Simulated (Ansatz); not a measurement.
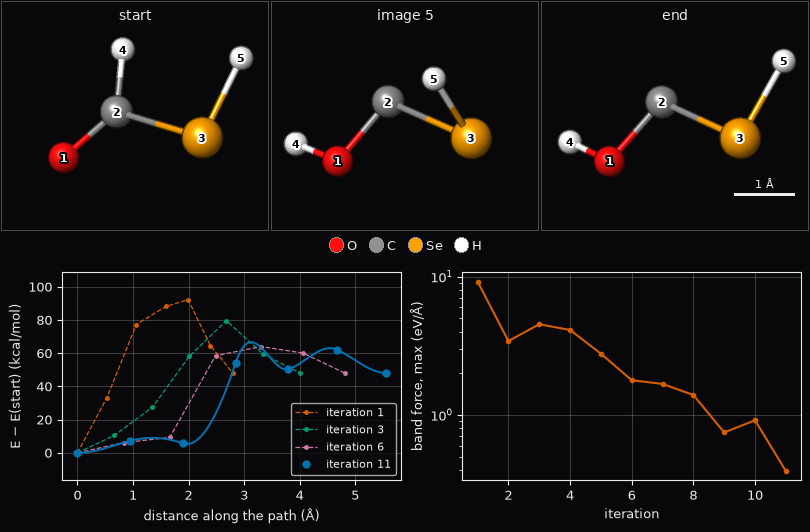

A search for the minimum-energy path of CH₂OSe by the nudged elastic band. Images are numbered from 0 (start) to 6 (end). The plot follows the band through its iterations. Style: ball-and-stick. Shown at a tilt.

Theory: UKS PBE/def2-SVP in Ansatz.

The input:
```yaml
crystal:
  periodic: [false, false, false]
  atoms:
    - { symbol: O, position_ang: [-0.447988, -1.650325, 0.606967] }
    - { symbol: C, position_ang: [-0.348769, -0.545286, 0.142235] }
    - { symbol: Se, position_ang: [1.333495, 0.455775, 0.092555] }
    - { symbol: H, position_ang: [-1.199688, 0.034504, -0.312127] }
    - { symbol: H, position_ang: [0.71285, 1.631733, -0.57113] }
magnetization:
  spin_polarized: true
basis:
  gaussian: { orbitals: def2-SVP }
hamiltonian:
  xc: pbe
neb:
  order_check: false
  images: 5
  f_tol: 0.5
  max_iterations: 60
  final_atoms:
    - { symbol: O, position_ang: [-0.64106719, -1.13119183, 0.3327364] }
    - { symbol: C, position_ang: [-0.4285531, 0.0879856, -0.15589026] }
    - { symbol: Se, position_ang: [1.43761114, 0.47424846, 0.10870465] }
    - { symbol: H, position_ang: [-1.59339407, -1.31305006, 0.19092595] }
    - { symbol: H, position_ang: [1.27530321, 1.80840882, -0.51797673] }
  initial_path:
    images:
      - { positions_ang: [[-0.447988, -1.650325, 0.606967], [-0.348769, -0.545286, 0.142235], [1.333495, 0.455775, 0.092555], [-1.199688, 0.034504, -0.312127], [0.71285, 1.631733, -0.57113]] }
      - { positions_ang: [[-0.521685, -1.39478461, 0.66782664], [-0.32399551, -0.48888208, 0.00132473], [1.3777284, 0.42975222, -0.05339656], [-1.27030194, -0.2903977, -0.28784378], [0.78815405, 1.67071317, -0.36941103]] }
      - { positions_ang: [[-0.595382, -1.13924422, 0.72868628], [-0.29922201, -0.43247816, -0.13958555], [1.42196179, 0.40372943, -0.19934811], [-1.34091588, -0.6152994, -0.26356056], [0.8634581, 1.70969335, -0.16769207]] }
      - { positions_ang: [[-0.669079, -0.88370383, 0.78954593], [-0.27444852, -0.37607425, -0.28049582], [1.46619519, 0.37770665, -0.34529967], [-1.41152982, -0.9402011, -0.23927734], [0.93876214, 1.74867352, 0.0340269]] }
      - { positions_ang: [[-0.65974173, -0.96619983, 0.63727608], [-0.32581671, -0.22138763, -0.23896063], [1.45666717, 0.40988725, -0.1939649], [-1.47215123, -1.06448409, -0.09587624], [1.0509425, 1.76858529, -0.14997431]] }
      - { positions_ang: [[-0.65040446, -1.04869583, 0.48500624], [-0.37718491, -0.06670101, -0.19742545], [1.44713916, 0.44206786, -0.04263012], [-1.53277265, -1.18876707, 0.04752485], [1.16312285, 1.78849706, -0.33397552]] }
      - { positions_ang: [[-0.64106719, -1.13119183, 0.3327364], [-0.4285531, 0.0879856, -0.15589026], [1.43761114, 0.47424846, 0.10870465], [-1.59339407, -1.31305006, 0.19092595], [1.27530321, 1.80840882, -0.51797673]] }
```

Command:
```bash
ansatz run input.yaml --threads 2 --pin off --max-ram 3072MiB --backend cpu --events-out ev --progress --plain --runs-dir out
```

Q: How did the profile develop, and is the result final?

A: The run met only a loose threshold, so the barrier can't be trusted yet. The band converged in 11 iterations. The largest component of the band force went from 9.2 to 0.39 eV/Å. The climbing image converged on the top of the path. Its curvatures weren't checked. The force threshold is so loose that the height of the top is at best an upper bound. The first iteration put the highest image at 92.3 kcal/mol. The highest point, image 5, lies 62.2 kcal/mol above the start and 14.0 kcal/mol above the end; the end is at +48.2 kcal/mol relative to the start. The profile has 3 maxima (images 1, 3, 5) with a dip at image 4 (+50.4 kcal/mol), so the process runs in steps.
